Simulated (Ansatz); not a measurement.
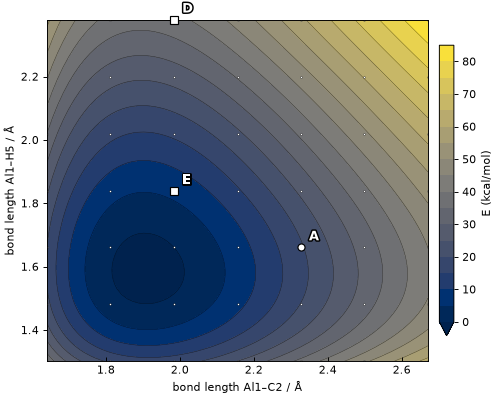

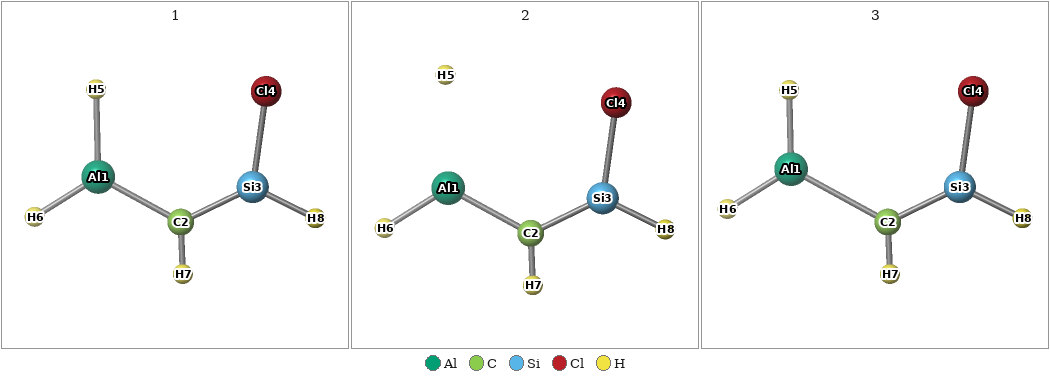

CH₄AlClSi, SMILES [AlH2][CH]=[SiH]Cl. Coordinates scanned: (1) bond length Al1–C2; (2) bond length Al1–H5. Nothing is relaxed (all other coordinates rigid). Grid: 7 × 7 points. Energies are in kcal/mol, from the lowest grid point. The reference is spin-restricted, which grows unreliable where a bond is stretched far. Theory: Ansatz 0.2.0, RKS PBE0-D4/def2-TZVP.

The picture shows filled contours, dots at the grid points, lettered points. Between grid points the surface is interpolated. The numbered pictures are the structures at these points, in random order.

Question: Which structure belongs to which point?

Answer: A is structure 3: bond length Al1–C2 = 2.327 Å, bond length Al1–H5 = 1.66 Å, 19 kcal/mol; D is structure 2: bond length Al1–C2 = 1.984 Å, bond length Al1–H5 = 2.38 Å, 39 kcal/mol; E is structure 1: bond length Al1–C2 = 1.984 Å, bond length Al1–H5 = 1.84 Å, 6 kcal/mol.
